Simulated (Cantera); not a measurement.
A closed system holds: 1 mol TiO₂, 1300 mol H₂, held at 20.0 mbar.

Method: chemical equilibrium by Gibbs-energy minimisation in Cantera with the NASA 1993 tables (ideal gas, pure condensed phases). Candidate condensed phases: H₂O, Ti, TiO, TiO₂, Ti₂O₃, Ti₃O₅, Ti₄O₇; 12 gas species. Mutual solubility and eutectic melting of coexisting phases are not modelled. TiO: taken at fixed stoichiometry. Kinetics and transport are ignored.

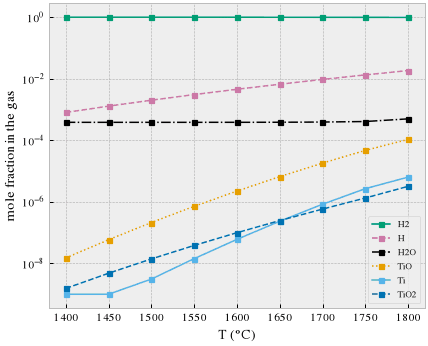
Equilibrium gas composition (values under 1e-9 drawn at 1e-9)

Task: Read off the mole fractions at 1700 °C.

Result: H₂ about 0.99, H about 0.0095, H₂O about 0.00039, TiO about 1.8e-5, Ti about 8.4e-7, TiO₂ about 5.8e-7.
